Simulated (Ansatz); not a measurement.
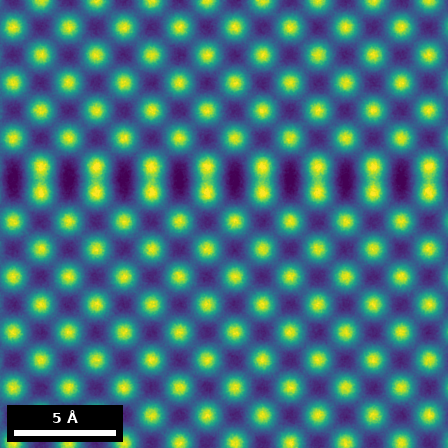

Integrated-DPC-like image of Si (Fd-3m, No. 227) along [001]. Simulated as the projected potential of neutral atoms (B = 0.8 Å²) blurred by a 0.85 Å probe, the thin-sample limit of integrated differential phase contrast. Shot noise was added.

One planar defect was built into the perfect crystal by geometry alone, without relaxation. Host structure: the geometry given to an electronic-structure calculation, possibly off equilibrium.

Q: Find the planar defect and say what kind it is.

A planar fault (a stacking fault) runs horizontally about 9 Å below the top edge. The part above it is shifted along the boundary by 1/2 of the 2.72 Å repeat of the rows (1.4 Å to the right, the same as to the left); both parts keep the same orientation.
